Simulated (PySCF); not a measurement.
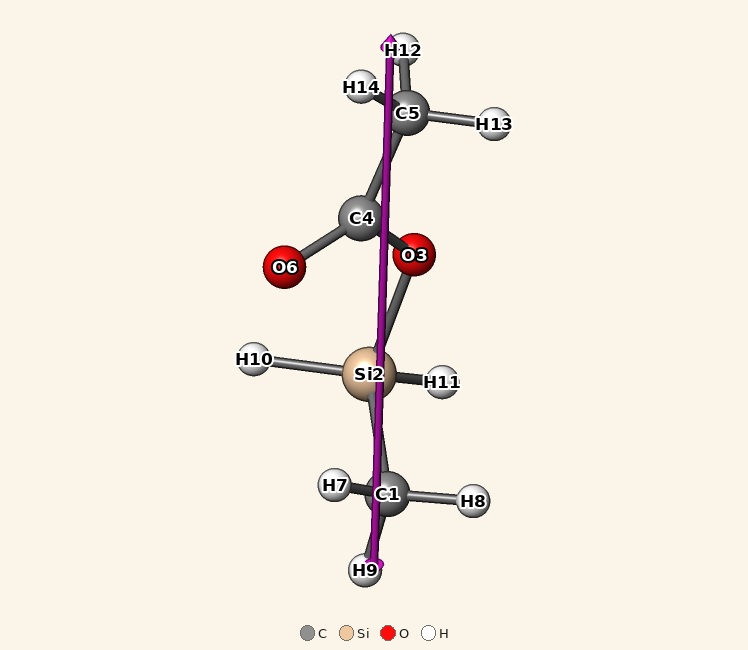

The double arrow shows the direction of the transition dipole to excited singlet state 2 (its length means nothing). The computed structure is the end point of a PBE0-D3(BJ)/def2-SVP optimisation. No frequency run is at hand to confirm it as a minimum. Properties computed with TDDFT PBE0/6-31+G*, vertical, gas phase, core orbitals frozen in the response (PySCF 2.14.0).

**Where does the transition lie, and how strong is it?**

7.21 eV (172 nm), oscillator strength 0.039, mainly HOMO → LUMO+1 (weight 0.95); transition dipole 1.19 D.
